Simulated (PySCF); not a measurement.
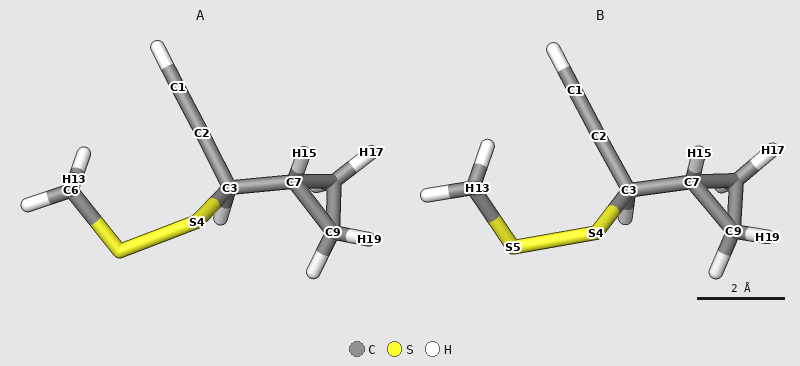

Two geometries of C7H10S2, drawn at one scale. One is the start of a relaxation, the other its converged end. Style: stick. Shown at a tilt.

All numbers below come from PySCF 2.14.0, density-fitted response routines, PBE0-D3(BJ)/def2-SVP geometry optimisation, gas phase. 

### Which geometry has the lower energy?

Structure B is the relaxed one. The start comes from GFN2-xTB. After 7 geometry steps the energy has fallen by 9.36 kJ/mol. Largest force component: 0.95 eV/Å at the start, 0.014 eV/Å at the end. The atom that moves furthest after the best rigid fit is an H atom (0.41 Å). By element the largest moves are H 0.41 Å, S 0.38 Å, C 0.19 Å. Near-neighbour distances that change, for instance: S–S 2.020 → 2.051 Å, C–S 1.879 → 1.854 Å, C–H 1.049 → 1.074 Å, C–H 1.084 → 1.101 Å. Among the angles between lasting bonds that change: C–C–S 109.4° → 112.6°.
